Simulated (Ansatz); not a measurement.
Electronic density of states of amorphous Si₂₄O₂₄C₁₂N₁₂, density 2.36 g/cm³, on a 2×2×2 Γ-centred mesh with a Gaussian width of 0.1 eV; energies count from the Fermi level, whose place inside the gap is arbitrary. Cell and mesh are small, so fine structure isn't converged. Method: PBE, scalar-relativistic without spin-orbit coupling (plane waves to 420 eV, PAW; Ansatz, a quantum-chemistry and plane-wave program). Sampling: a 2×2×2 Γ-centred mesh; Fermi-Dirac width 0.02 eV; no spin polarisation.

The cell was made by melting and quenching with the CHGNet potential and then relaxed with DFT. O and N atoms were pushed apart under 1.9 Å during the dynamics, to hinder bonds among them. The hot cell started wider than the set density and was brought back towards it in steps. It is the lowest in DFT energy of 2 quenches. It is a model cell: composition and starting density were chosen by hand, and all elements were melted together. No dispersion term was used. Its density started from a set value of 2.35 and ended at 2.36 g/cm³. The quench (nominally 470 K/ps over its main leg) was far faster than any real one, so the model tends to hold more defects than a real film. A cell of this size samples the disorder only roughly. Volume and shape were free in the relaxation. On a 2×2×2 Γ-centred mesh force components of up to 0.16 eV/Å stay, since the relaxation ran on the zone centre alone.

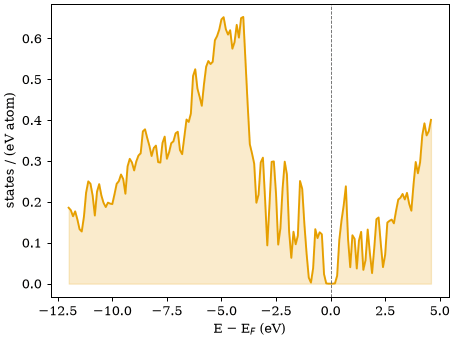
Figure: Density of states per atom

The gap on this mesh is 0.87 eV; the broadening fills part of it in the curve.
